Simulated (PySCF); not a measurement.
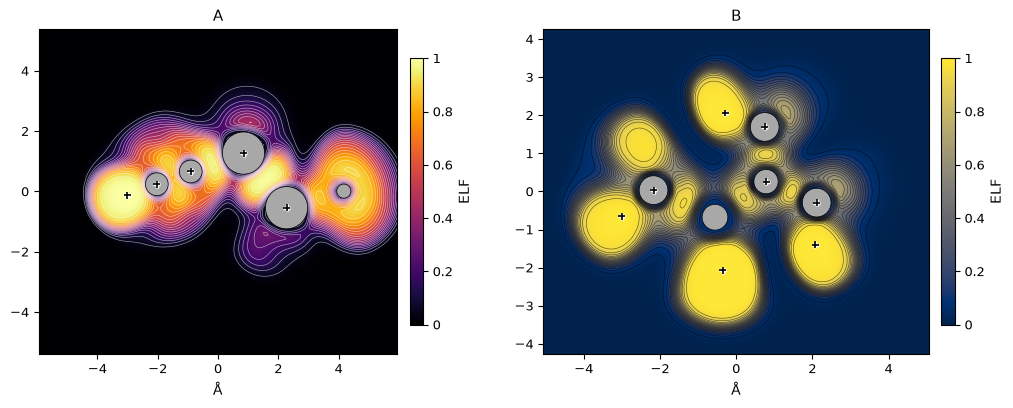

The ELF of 2 systems, each on a plane through atoms (crosses mark nuclei in the plane; grey discs cover the cores).

The calculation used B3LYP/def2-SVPD, SCF density, gas phase (PySCF).

System 1: C$_{4}$H$_{13}$NSi (SMILES [H][Si](C)(C)N(C)C), the plane of atoms N11, C12 and H15. Geometry: PBE0-D3(BJ)/def2-SVP.

```tsv
atom	x (Å)	y (Å)	z (Å)
Si	0.2622	0.6633	0.6122
H	0.0945	0.7234	2.1007
C	2.1052	0.5336	0.2417
H	2.5320	-0.3743	0.6968
H	2.6599	1.3998	0.6374
H	2.2864	0.4819	-0.8442
C	-0.4313	2.2137	-0.1862
H	0.0216	3.1052	0.2758
H	-1.5220	2.2765	-0.0532
H	-0.2093	2.2556	-1.2646
N	-0.6547	-0.7267	0.0883
C	-0.6063	-1.9531	0.8392
C	-1.0979	-0.8930	-1.2697
H	-1.5950	-2.4509	0.8509
H	-0.3274	-1.7554	1.8863
H	0.1207	-2.6885	0.4332
H	-1.1963	0.0797	-1.7744
H	-0.4132	-1.5181	-1.8816
H	-2.0918	-1.3793	-1.3042
```

System 2: C$_{2}$H$_{7}$ClOSi$_{3}$, the plane of atoms C2, Si3 and Si4. Geometry: GFN2-xTB.

```yaml
atoms:
  - { symbol: C, position_ang: [2.3125, 0.5099, 2.0030] }
  - { symbol: C, position_ang: [2.0261, 0.6979, 0.8497] }
  - { symbol: Si, position_ang: [1.5508, 0.9622, -0.9207] }
  - { symbol: Si, position_ang: [-0.1952, -0.4511, -1.4485] }
  - { symbol: Cl, position_ang: [-1.0732, 0.0748, -3.1979] }
  - { symbol: O, position_ang: [-1.3367, -0.3362, -0.3046] }
  - { symbol: Si, position_ang: [-2.2925, 0.2810, 0.8515] }
  - { symbol: H, position_ang: [2.5692, 0.3457, 3.0107] }
  - { symbol: H, position_ang: [2.7529, 0.6806, -1.7217] }
  - { symbol: H, position_ang: [1.2516, 2.4001, -1.0417] }
  - { symbol: H, position_ang: [0.0265, -1.8945, -1.5217] }
  - { symbol: H, position_ang: [-1.4008, 0.8009, 1.8861] }
  - { symbol: H, position_ang: [-3.0929, 1.3401, 0.2404] }
  - { symbol: H, position_ang: [-3.0990, -0.8519, 1.2933] }
```

**Match each panel to its system.**

Panel A is system 2, C$_{2}$H$_{7}$ClOSi$_{3}$: the plane holds C, Si and H. C–C (1.20 Å): the ELF peaks at about 0.85 between the atoms; a multiple bond. Panel B is system 1, C$_{4}$H$_{13}$NSi: the plane holds H, C and N. C–N (1.44 Å): the ELF peaks at about 0.95 between the atoms (a covalent bond).
